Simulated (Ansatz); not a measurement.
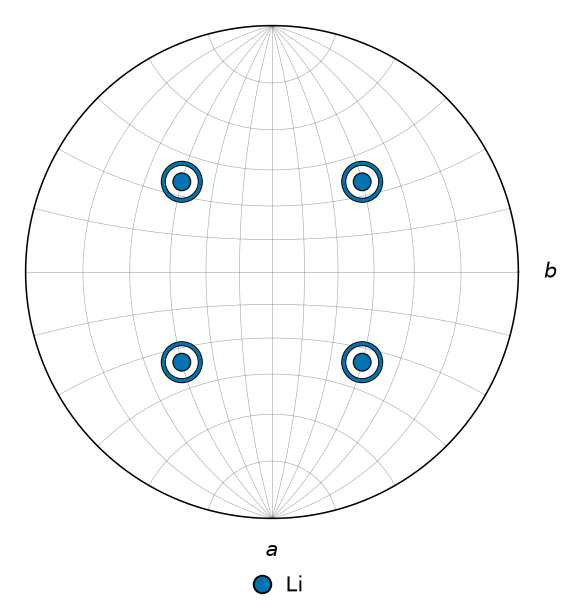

Crystal: Li, the input geometry of an electronic-structure calculation (not necessarily at equilibrium). Directions from one lithium atom at (0, 0, 0) to its bonded neighbours, in stereographic projection down c (filled: above the plane of the page or in it, open: below). All values are computed from the atomic coordinates in the standard setting (tolerance 0.002 Å).

Neighbours are counted up to 3.12 Å for Li.

```cif
data_structure
_symmetry_space_group_name_H-M 'P 1'
_symmetry_Int_Tables_number 1
_cell_length_a 3.4768
_cell_length_b 3.4768
_cell_length_c 3.4768
_cell_angle_alpha 90.000
_cell_angle_beta 90.000
_cell_angle_gamma 90.000
_cell_volume 42.03
loop_
_atom_site_label
_atom_site_type_symbol
_atom_site_fract_x
_atom_site_fract_y
_atom_site_fract_z
_atom_site_occupancy
Li1 Li 0.00000 0.00000 0.00000 1
Li2 Li 0.50000 0.50000 0.50000 1
```

How many neighbours are there, and at what angles?

Answer. 8: 8 Li at 3.01 Å. Angles between bonds: 71° (12×), 109° (12×), 180° (4×).

What is the site's symmetry in the crystal?

Answer. Point group m-3m (Oh), order 48: three fourfold axes, four threefold axes, six twofold axes, nine mirror planes, an inversion centre. In No. 229, Im-3m this is Wyckoff position 2a.
